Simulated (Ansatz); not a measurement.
# Two runs on CH₇BrGe

System: CH₇BrGe.
Method of run 1: RKS BLYP-D4/def2-TZVPP (Ansatz 0.2.0).

The geometry comes from this level: PBE0-D4/def2-TZVP. Text and figures count atoms from 1; the logs count them from 0 in places.

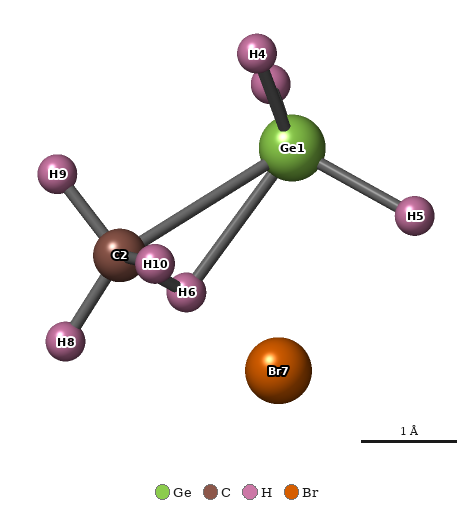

Figure 1. The input geometry (ball-and-stick view, seen at a tilt; atoms are numbered from 1 in the order of the input). Sticks mark near contacts. Bond lengths as drawn: C–Ge 2.25 Å, C–H 1.09 to 1.23 Å and Ge–H 1.52 to 1.90 Å.

## Input, run 1
```yaml
crystal:
  periodic: [false, false, false]
  atoms:
    - {symbol: Ge, position_ang: [-0.633269, 0.930018, -0.293366]}
    - {symbol: C, position_ang: [0.291770, -0.852832, 0.713090]}
    - {symbol: H, position_ang: [-1.492979, 0.530044, -1.479957]}
    - {symbol: H, position_ang: [-1.522575, 0.999654, 0.978197]}
    - {symbol: H, position_ang: [0.305530, 2.124010, -0.309439]}
    - {symbol: H, position_ang: [0.661539, -0.457194, -0.394450]}
    - {symbol: Br, position_ang: [1.423528, -0.009976, -2.173069]}
    - {symbol: H, position_ang: [1.067227, -1.611016, 0.547896]}
    - {symbol: H, position_ang: [-0.662497, -1.366613, 0.809369]}
    - {symbol: H, position_ang: [0.561725, -0.286196, 1.601728]}
basis:
  gaussian: {orbitals: def2-TZVPP}
hamiltonian: {xc: {name: BLYP}, dispersion: d4}
```

Launched with:
```bash
ansatz run in.yaml --threads 8 --pin off --events-out ev --progress --plain --max-ram 19148MiB
```

Hardware: 8 threads of Arm Neoverse V1, 23 GiB of memory available, shared host.

## Output (run 1)
```
Functional definition: BLYP
  parameter beta = 0.0042
  parameter a = 0.04918
  parameter b = 0.132
  parameter c = 0.2533
  parameter d = 0.349
  exchange = b88_x(beta = beta)
  correlation = lyp_c(a = a, b = b, c = c, d = d)
1327 factors; their error is unknown
mean field evaluation 1: about -127706.9723 eV, gradient 6.6e1 eV
mean field evaluation 2: about -127692.1126 eV, gradient 9.6e1 eV
mean field evaluation 4: about -127715.6278 eV, gradient 7.0e0 eV
mean field evaluation 8: about -127715.7731 eV, gradient 1.9e-1 eV
mean field evaluation 16: about -127715.7294 eV, gradient 3.6e-4 eV
mean field -127715.72940736 eV, -4693.4664868898 hartree, gradient 8.3e-5 eV, S^2 0.000000; 0 other end points of the search recorded, 0 dependent functions left out
reference -127715.72975197 eV, -4693.4664995541 hartree; 40, 40 occupied and 185, 185 virtual orbitals, 1327 factors
Total energy: -127716.15045566 eV, -4693.4819601295 hartree
```

For run 2 the input was changed thus:
```diff
-    - {symbol: Ge, position_ang: [-0.633269, 0.930018, -0.293366]}
-    - {symbol: C, position_ang: [0.291770, -0.852832, 0.713090]}
-    - {symbol: H, position_ang: [-1.492979, 0.530044, -1.479957]}
-    - {symbol: H, position_ang: [-1.522575, 0.999654, 0.978197]}
-    - {symbol: H, position_ang: [0.305530, 2.124010, -0.309439]}
-    - {symbol: H, position_ang: [0.661539, -0.457194, -0.394450]}
-    - {symbol: Br, position_ang: [1.423528, -0.009976, -2.173069]}
-    - {symbol: H, position_ang: [1.067227, -1.611016, 0.547896]}
-    - {symbol: H, position_ang: [-0.662497, -1.366613, 0.809369]}
-    - {symbol: H, position_ang: [0.561725, -0.286196, 1.601728]}
+    - {symbol: Ge, position_ang: [-0.761944, 1.696603, -1.140209]}
+    - {symbol: C, position_ang: [0.621637, -1.610337, 1.238331]}
+    - {symbol: H, position_ang: [-2.020653, 1.633591, -2.010578]}
+    - {symbol: H, position_ang: [-0.939513, 0.929101, 0.172215]}
+    - {symbol: H, position_ang: [-0.315057, 3.141420, -0.898022]}
+    - {symbol: H, position_ang: [0.980886, -1.301005, 0.257177]}
+    - {symbol: Br, position_ang: [0.929363, 0.653143, -2.318858]}
+    - {symbol: H, position_ang: [1.179013, -2.485570, 1.571125]}
+    - {symbol: H, position_ang: [-0.437958, -1.858528, 1.177262]}
+    - {symbol: H, position_ang: [0.764226, -0.798519, 1.951555]}
```

What does this change do to the results?

With the same method and basis, run 2 lies 59.4 kcal/mol lower.

## Output (run 2)
```
Functional definition: BLYP
  parameter beta = 0.0042
  parameter a = 0.04918
  parameter b = 0.132
  parameter c = 0.2533
  parameter d = 0.349
  exchange = b88_x(beta = beta)
  correlation = lyp_c(a = a, b = b, c = c, d = d)
1327 factors; their error is unknown
mean field evaluation 1: about -127709.2372 eV, gradient 6.7e1 eV
mean field evaluation 2: about -127699.5286 eV, gradient 8.5e1 eV
mean field evaluation 4: about -127718.4615 eV, gradient 1.7e0 eV
mean field evaluation 8: about -127718.4712 eV, gradient 6.3e-2 eV
mean field evaluation 16: about -127718.4268 eV, gradient 6.8e-5 eV
mean field -127718.42678783 eV, -4693.5656137936 hartree, gradient 6.8e-5 eV, S^2 0.000000; 0 other end points of the search recorded, 0 dependent functions left out
reference -127718.42719785 eV, -4693.5656288618 hartree; 40, 40 occupied and 185, 185 virtual orbitals, 1327 factors
Total energy: -127718.72643008 eV, -4693.5766254434 hartree
```

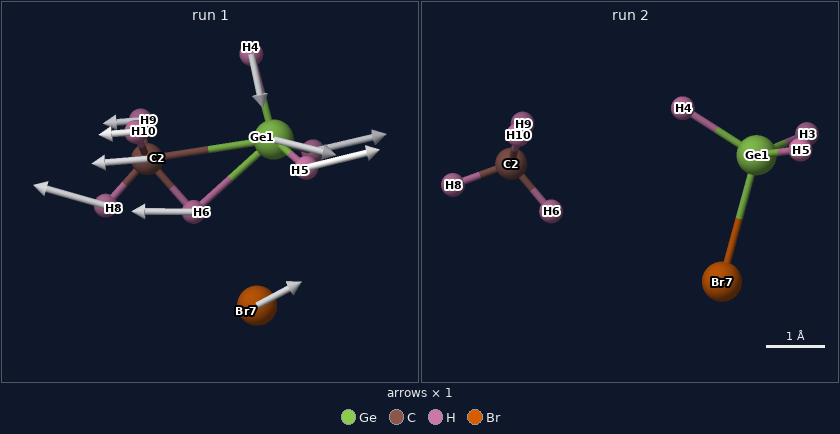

Figure 2. The two input geometries at one scale (ball-and-stick view, seen on its broad side). The white arrows on the first give the shifts of the atoms after the best rigid fit, at true length. The largest moves after the best rigid fit, 1.34 Å, are those of H3 and H5. Largest moves by element: H 1.34 Å, Ge 1.13 Å, C 0.98 Å, Br 0.89 Å. Among the contacts that change: Ge1–C2 2.247 → 4.302 Å, Ge1–H6 1.900 → 3.738 Å, Ge1–Br7 2.941 → 2.311 Å, C2–H6 1.233 → 1.090 Å.

## The two runs side by side

| quantity | run 1 | run 2 |
| --- | --- | --- |
| outcome | converged | converged |
| total energy (hartree) | −4693.481960 | −4693.576625 |
| basis functions | 225 | 225 |
| wall time (shared host) | 1.4 s | 1.1 s |
